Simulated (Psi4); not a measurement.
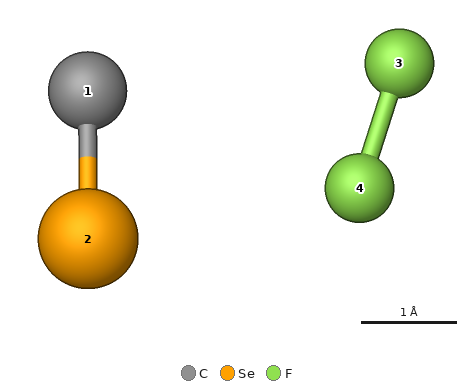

Fig. 1: The structure as given in the input (ball-and-stick view, seen at a tilt; atoms are numbered from 1 in the order of the input). Bond lengths as drawn: C–Se 1.65 Å and F–F 1.40 Å.

# Interaction calculation of CF2Se (part 1 of 2)

System: CF2Se, SMILES [C][Se].FF.
Method: B3LYP/def2-TZVP, RKS, dispersion D3(BJ) (Psi4 1.11).

The geometry comes from this level: GFN2-xTB.

## The input (cf2se.py)
```python
import psi4

psi4.set_memory(1600000000)
psi4.set_num_threads(1)
psi4.set_output_file('psi4.out', False)

mol = psi4.geometry("""
0 1
C     -1.813340    -0.583150     0.184920
Se    -0.956230    -0.314180     1.574420
--
0 1
F      1.230720     0.404050    -1.562370
F      1.538840     0.493280    -0.196970
symmetry c1
no_reorient
no_com
""")

options = {'basis': 'def2-TZVP'}
psi4.set_options(options)

result = psi4.energy("b3lyp-d3(bj)", bsse_type='vmfc', molecule=mol)
print(f'total energy {result:.8f} hartree = {result * 27.211386:.5f} eV')
```

Machine: 1 thread of AMD EPYC (Zen 3), 24 GiB of memory available, shared host.

Run as:
```bash
python cf2se.py
```

## Log
```
Psi4 1.11 release

  //>>>>>>>>>>>>>>>>>>>>>>>>>>>>>>>>>>>//
  //   ManyBody Setup: N-Body Levels 2 //
  //<<<<<<<<<<<<<<<<<<<<<<<<<<<<<<<<<<<//

    Model chemistry "(auto)" (§A):          5
        Number of 1-body computations:      4 (nocp: 2, cp: 2, vmfc_compute: 4)
        Number of 2-body computations:      1 (nocp: 1, cp: 1, vmfc_compute: 1)

    -----------------------------------------------------------------------
                               Psi4 1.11 release

    h
    h
    h

    -----------------------------------------------------------------------

    Memory:     1.5 GiB
    Threads:    1
                ecpint, einsums, f̶o̶r̶t̶e̶, gauxc, gcp, g̶d̶m̶a̶, geometric, g̶p̶u̶_̶d̶f̶c̶c̶,
                i̶n̶t̶e̶g̶r̶a̶t̶o̶r̶x̶x̶, i̶p̶i̶, libefp, m̶d̶i̶, m̶p̶2̶d̶, m̶r̶c̶c̶, ooo,
                o̶p̶e̶n̶f̶e̶r̶m̶i̶o̶n̶p̶s̶i̶4̶, pcmsolver, p̶s̶i̶4̶f̶o̶c̶k̶c̶i̶, p̶s̶i̶x̶a̶s̶,
                p̶y̶e̶i̶n̶s̶u̶m̶s̶, r̶e̶s̶p̶, s̶i̶m̶i̶n̶t̶, s̶n̶s̶m̶p̶2̶,
                v̶2̶r̶d̶m̶_̶c̶a̶s̶s̶c̶f̶

   => Loading Basis Set <=

    Name: DEF2-TZVP
    Role: ORBITAL
    Keyword: BASIS

   => B3LYP-D3(BJ): Empirical Dispersion <=

        s6 =       1.000000
        s8 =       1.988900
        a1 =       0.398100
        a2 =       4.421100

         ---------------------------------------------------------
                                   SCF
                              RKS Reference
                        1 Threads,   1525 MiB Core
         ---------------------------------------------------------

  ==> Geometry <==

    Molecular point group: c1
    Full point group: C1

    Geometry (in Bohr), charge = 0, multiplicity = 1:

       Center              X                  Y                   Z               Mass
    ------------   -----------------  -----------------  -----------------  -----------------
         C           -3.426715972338    -1.101993790061     0.349448155120    12.000000000000
         SE          -1.807012812946    -0.593714154096     2.975222606443    79.916521800000

  Running in c1 symmetry.

  Rotational constants: A =      0.66096  B =      0.05666  C =      0.05219 [cm^-1]
  Rotational constants: A =  19815.07461  B =   1698.73057  C =   1564.59877 [MHz]
  Nuclear repulsion =   65.243755894207226

  Charge       = 0
  Multiplicity = 1
  Electrons    = 40
  Nalpha       = 20
  Nbeta        = 20

  ==> Algorithm <==

  SCF Algorithm Type is DF.
  DIIS enabled.
  MOM disabled.
  Fractional occupation disabled.
  Guess Type is SAD.
  Energy threshold   = 1.00e-06
  Density threshold  = 1.00e-06
  Integral threshold = 1.00e-12

  ==> Primary Basis <==

  Basis Set: DEF2-TZVP
    Blend: DEF2-TZVP
    Number of shells: 27
    Number of basis functions: 79
    Number of Cartesian functions: 91
    Spherical Harmonics?: true
    Max angular momentum: 3

  ==> DFT Potential <==

   => LibXC <=

    Version 7.1.2

   => Composite Functional: B3LYP-D3BJ2B <=

    B3LYP-d3bj2b Hyb-GGA Exchange-Correlation Functional

    Deriv               =              1
    GGA                 =           TRUE
    Meta                =          FALSE

    Exchange Hybrid     =           TRUE
    MP2 Hybrid          =          FALSE

   => Exchange Functionals <=

    0.0800   Slater exchange
    0.7200         Becke 88

   => Exact (HF) Exchange <=

    0.2000               HF

   => Correlation Functionals <=

    0.1900   Vosko, Wilk & Nusair (VWN5_RPA)
    0.8100   Lee, Yang & Parr

   => LibXC Density Thresholds  <==

    XC_HYB_GGA_XC_B3LYP:  1.00E-15

   => Molecular Quadrature <=

    Radial Scheme          =       TREUTLER
    Pruning Scheme         =           NONE
    Nuclear Scheme         =       TREUTLER

    Blocking Scheme        =         OCTREE
    BS radius alpha        =              1
    Pruning alpha          =              1
    Radial Points          =             75
    Spherical Points       =            302
    Total Points           =          42340
    Total Blocks           =            388
    Max Points             =            256
    Max Functions          =             78
    Weights Tolerance      =       1.00E-15

   => Loading Basis Set <=

    Name: (DEF2-TZVP AUX)
    Role: JKFIT
    Keyword: DF_BASIS_SCF

  ==> Integral Setup <==

  DFHelper Memory: AOs need 0.018 GiB; user supplied 1.032 GiB.
  SCF_SUBTYPE=INCORE selected. In-core MEM_DF algorithm will be used.
  Using in-core AOs.

  ==> MemDFJK: Density-Fitted J/K Matrices <==

    J tasked:                   Yes
    K tasked:                   Yes
    wK tasked:                   No
    Memory [MiB]:              1057
    Algorithm:                 Core
    Schwarz Cutoff:           1E-12
    Mask sparsity (%):       0.1602
    Fitting Condition:        1E-10

   => Auxiliary Basis Set <=

  Basis Set: (DEF2-TZVP AUX)
    Blend: DEF2-UNIVERSAL-JKFIT
    Number of shells: 85
    Number of basis functions: 341
    Number of Cartesian functions: 460
    Spherical Harmonics?: true
    Max angular momentum: 5

  Cached 100.0% of DFT collocation blocks in 0.085 [GiB].

  Minimum eigenvalue in the overlap matrix is 1.1149459524E-03.
  Reciprocal condition number of the overlap matrix is 2.4902769802E-04.
    Using symmetric orthogonalization.

  ==> Pre-Iterations <==

  SCF Guess: Superposition of Atomic Densities via on-the-fly atomic UHF (no occupation information).

   -------------------------
    Irrep   Nso     Nmo
   -------------------------
     A         79      79
   -------------------------
    Total      79      79
   -------------------------

  ==> Iterations <==

                           Total Energy        Delta E     RMS |[F,P]|

   @DF-RKS iter SAD: -2436.92454659328405   -2.43692e+03   0.00000e+00
   @DF-RKS iter   1: -2438.95843557715216   -2.03389e+00   2.61201e-02 ADIIS/DIIS
   @DF-RKS iter   2: -2438.90958638996881    4.88492e-02   2.86714e-02 ADIIS/DIIS
   @DF-RKS iter   3: -2439.55887115989663   -6.49285e-01   3.48755e-03 ADIIS/DIIS
   @DF-RKS iter   4: -2439.55044831361101    8.42285e-03   4.03325e-03 ADIIS/DIIS
   @DF-RKS iter   5: -2439.60808496070740   -5.76366e-02   2.49836e-04 ADIIS/DIIS
   @DF-RKS iter   6: -2439.60833229085665   -2.47330e-04   2.24863e-05 DIIS
   @DF-RKS iter   7: -2439.60833411692192   -1.82607e-06   3.53817e-06 DIIS
   @DF-RKS iter   8: -2439.60833416121704   -4.42951e-08   1.02943e-06 DIIS
   @DF-RKS iter   9: -2439.60833416431569   -3.09865e-09   3.28046e-07 DIIS
  Energy and wave function converged.

  ==> Post-Iterations <==

   Electrons on quadrature grid:
      Ntotal   =   39.9999984526 ; deviation = -1.547e-06

    Orbital Energies [Eh]
    ---------------------

    Doubly Occupied:

       1A   -453.935347     2A    -58.122103     3A    -52.173628
       4A    -52.173628     5A    -52.172535     6A    -10.275680
       7A     -7.861856     8A     -5.802790     9A     -5.802790
      10A     -5.801021    11A     -2.156548    12A     -2.155958
      13A     -2.155956    14A     -2.154724    15A     -2.154724
      16A     -0.804034    17A     -0.517942    18A     -0.335098
      19A     -0.335098    20A     -0.304179

    Virtual:

      21A     -0.098467    22A     -0.098467    23A      0.055771
      24A      0.099720    25A      0.187482    26A      0.187482
      27A      0.215874    28A      0.226833    29A      0.226833
      30A      0.267648    31A      0.272254    32A      0.272254
      33A      0.339377    34A      0.339377    35A      0.522794
      36A      0.699649    37A      0.699649    38A      0.707651
      39A      0.888147    40A      0.888147    41A      0.891128
      42A      1.105284    43A      1.105285    44A      1.175337
      45A      1.175337    46A      1.282838    47A      1.291641
      48A      1.291641    49A      1.322259    50A      1.353507
      51A      1.353507    52A      1.365999    53A      1.365999
      54A      1.417123    55A      1.417123    56A      1.431194
      57A      1.756685    58A      1.756685    59A      1.944672
      60A      2.037542    61A      2.668177    62A      2.668177
      63A      2.779941    64A      2.779941    65A      2.997292
      66A      2.997316    67A      3.009979    68A      3.009979
      69A      3.305591    70A      3.389978    71A      3.393248
      72A      3.393248    73A      3.402906    74A      3.402910
      75A      3.584365    76A      3.584365    77A      3.973376
      78A      7.264553    79A     21.421297

    Final Occupation by Irrep:
              A
    DOCC [    20 ]
    NA   [    20 ]
    NB   [    20 ]

  @DF-RKS Final Energy: -2439.60833416431569

   => Energetics <=

    Nuclear Repulsion Energy =             65.2437558942072258
    One-Electron Energy =               -3523.0297384377181515
    Two-Electron Energy =                1092.5629536060885130
    DFT Exchange-Correlation Energy =     -74.3832295820575098
    Empirical Dispersion Energy =          -0.0020756448357371
    VV10 Nonlocal Energy =                  0.0000000000000000
    Total Energy =                      -2439.6083341643152380

Computation Completed

Properties will be evaluated at   0.000000,   0.000000,   0.000000 [a0]

Properties computed using the SCF density matrix

 Multipole Moments:

 ------------------------------------------------------------------------------------
     Multipole            Electronic (a.u.)      Nuclear  (a.u.)        Total (a.u.)
 ------------------------------------------------------------------------------------

 L = 1.  Multiply by 2.5417464519 to convert [e a0] to [Debye]
 Dipole X            :         82.4439894          -81.9987315            0.4452579
 Dipole Y            :         26.9379705          -26.7982440            0.1397265
 Dipole Z            :       -102.5324297          103.2542575            0.7218279
 Magnitude           :                                                    0.8595427

 ------------------------------------------------------------------------------------

	total time  =          2 seconds =       0.03 minutes

    Psi4 run time: 0:00:02.06

    -----------------------------------------------------------------------
                               Psi4 1.11 release

    h
    h
    h

    -----------------------------------------------------------------------

    Memory:     1.5 GiB
    Threads:    1
                ecpint, einsums, f̶o̶r̶t̶e̶, gauxc, gcp, g̶d̶m̶a̶, geometric, g̶p̶u̶_̶d̶f̶c̶c̶,
                i̶n̶t̶e̶g̶r̶a̶t̶o̶r̶x̶x̶, i̶p̶i̶, libefp, m̶d̶i̶, m̶p̶2̶d̶, m̶r̶c̶c̶, ooo,
                o̶p̶e̶n̶f̶e̶r̶m̶i̶o̶n̶p̶s̶i̶4̶, pcmsolver, p̶s̶i̶4̶f̶o̶c̶k̶c̶i̶, p̶s̶i̶x̶a̶s̶,
                p̶y̶e̶i̶n̶s̶u̶m̶s̶, r̶e̶s̶p̶, s̶i̶m̶i̶n̶t̶, s̶n̶s̶m̶p̶2̶,
                v̶2̶r̶d̶m̶_̶c̶a̶s̶s̶c̶f̶

  ==> Geometry <==

    Molecular point group: c1
    Full point group: C1

    Geometry (in Bohr), charge = 0, multiplicity = 1:

       Center              X                  Y                   Z               Mass
    ------------   -----------------  -----------------  -----------------  -----------------
         F            2.325723737124     0.763543840991    -2.952451406631    18.998403162730
         F            2.907986150900     0.932164103166    -0.372219354931    18.998403162730

  Running in c1 symmetry.

  Rotational constants: A =      1.01547  B =      0.15051  C =      0.13108 [cm^-1]
  Rotational constants: A =  30442.92682  B =   4512.27937  C =   3929.80061 [MHz]
  Nuclear repulsion =   30.560468487648652

  Charge       = 0
  Multiplicity = 1
  Electrons    = 18
  Nalpha       = 9
  Nbeta        = 9

  ==> Primary Basis <==

  Basis Set: DEF2-TZVP
    Blend: DEF2-TZVP
    Number of shells: 22
    Number of basis functions: 62
    Number of Cartesian functions: 72
    Spherical Harmonics?: true
    Max angular momentum: 3

   => Molecular Quadrature <=

    Radial Scheme          =       TREUTLER
    Pruning Scheme         =           NONE
    Nuclear Scheme         =       TREUTLER

    Blocking Scheme        =         OCTREE
    BS radius alpha        =              1
    Pruning alpha          =              1
    Radial Points          =             75
    Spherical Points       =            302
    Total Points           =          43540
    Total Blocks           =            376
    Max Points             =            255
    Max Functions          =             62
    Weights Tolerance      =       1.00E-15

  ==> Integral Setup <==

  DFHelper Memory: AOs need 0.005 GiB; user supplied 1.047 GiB.
  SCF_SUBTYPE=INCORE selected. In-core MEM_DF algorithm will be used.
  Using in-core AOs.

  ==> MemDFJK: Density-Fitted J/K Matrices <==

    J tasked:                   Yes
    K tasked:                   Yes
    wK tasked:                   No
    Memory [MiB]:              1071
    Algorithm:                 Core
    Schwarz Cutoff:           1E-12
    Mask sparsity (%):       0.1561
    Fitting Condition:        1E-10

   => Auxiliary Basis Set <=

  Basis Set: (DEF2-TZVP AUX)
    Blend: DEF2-UNIVERSAL-JKFIT
    Number of shells: 50
    Number of basis functions: 154
    Number of Cartesian functions: 186
    Spherical Harmonics?: true
    Max angular momentum: 4

  Cached 100.0% of DFT collocation blocks in 0.071 [GiB].

  Minimum eigenvalue in the overlap matrix is 1.0097521460E-02.
  Reciprocal condition number of the overlap matrix is 2.6425488864E-03.
    Using symmetric orthogonalization.

  ==> Pre-Iterations <==

  SCF Guess: Superposition of Atomic Densities via on-the-fly atomic UHF (no occupation information).

   -------------------------
    Irrep   Nso     Nmo
   -------------------------
     A         62      62
   -------------------------
    Total      62      62
   -------------------------

  ==> Iterations <==

                           Total Energy        Delta E     RMS |[F,P]|

   @DF-RKS iter SAD:  -199.30179648873224   -1.99302e+02   0.00000e+00
   @DF-RKS iter   1:  -199.58925376915624   -2.87457e-01   3.43330e-03 ADIIS/DIIS
   @DF-RKS iter   2:  -199.59672634455652   -7.47258e-03   1.85007e-03 ADIIS/DIIS
   @DF-RKS iter   3:  -199.59976617695713   -3.03983e-03   2.38798e-04 ADIIS/DIIS
   @DF-RKS iter   4:  -199.59981143438293   -4.52574e-05   1.03462e-04 ADIIS/DIIS
   @DF-RKS iter   5:  -199.59982252064134   -1.10863e-05   2.18946e-06 DIIS
   @DF-RKS iter   6:  -199.59982252438391   -3.74257e-09   1.38157e-07 DIIS
  Energy and wave function converged.

  ==> Post-Iterations <==

   Electrons on quadrature grid:
      Ntotal   =   18.0000018684 ; deviation = 1.868e-06

    Final Occupation by Irrep:
              A
    DOCC [     9 ]
    NA   [     9 ]
    NB   [     9 ]

  @DF-RKS Final Energy:  -199.59982252438391

   => Energetics <=

    Nuclear Repulsion Energy =             30.5604684876486523
    One-Electron Energy =                -339.0431430096260215
    Two-Electron Energy =                 125.6693188697411330
    DFT Exchange-Correlation Energy =     -16.7861909919309902
    Empirical Dispersion Energy =          -0.0002758802167059
    VV10 Nonlocal Energy =                  0.0000000000000000
    Total Energy =                       -199.5998225243839386

Computation Completed

Properties will be evaluated at   0.000000,   0.000000,   0.000000 [a0]

Properties computed using the SCF density matrix

 Multipole Moments:

 ------------------------------------------------------------------------------------
     Multipole            Electronic (a.u.)      Nuclear  (a.u.)        Total (a.u.)
 ------------------------------------------------------------------------------------

 L = 1.  Multiply by 2.5417464519 to convert [e a0] to [Debye]
 Dipole X            :        -47.1033890           47.1033890            0.0000000
 Dipole Y            :        -15.2613715           15.2613715            0.0000000
 Dipole Z            :         29.9220369          -29.9220369            0.0000000
 Magnitude           :                                                    0.0000000

 ------------------------------------------------------------------------------------

	total time  =          1 seconds =       0.02 minutes

    Psi4 run time: 0:00:00.85
```
